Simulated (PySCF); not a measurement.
Vertical excitations of a molecule C₂H₉NOSi₂ from TDA-PBE0/def2-SVPD (PySCF), as energy in eV (oscillator strength): 5.81 (0.043), 6.43 (0.010), 6.45 (0.006), 6.76 (0.027), 6.99 (0.026), 7.05 (0.143). Lowest triplet (TDA): 4.15 eV. Geometry: B3LYP-D3(BJ)/def2-SVP. Other conformers were not sampled.

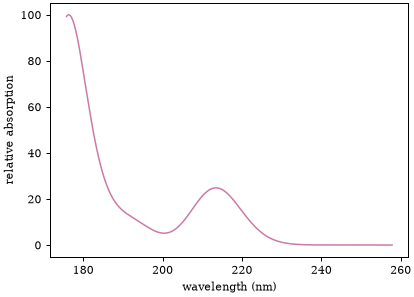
Figure. The lines broadened by 0.4 eV.

Question: Which molecule gave these data?
(A) C[C@@H]1O[Si@H](N)[SiH2]1
(B) NC[Si@H]1CO[SiH2]1
(C) C=CO[SiH2]N[SiH3]
(D) O[Si@H]1CC[SiH2]N1

Answer: C, C=CO[SiH2]N[SiH3]
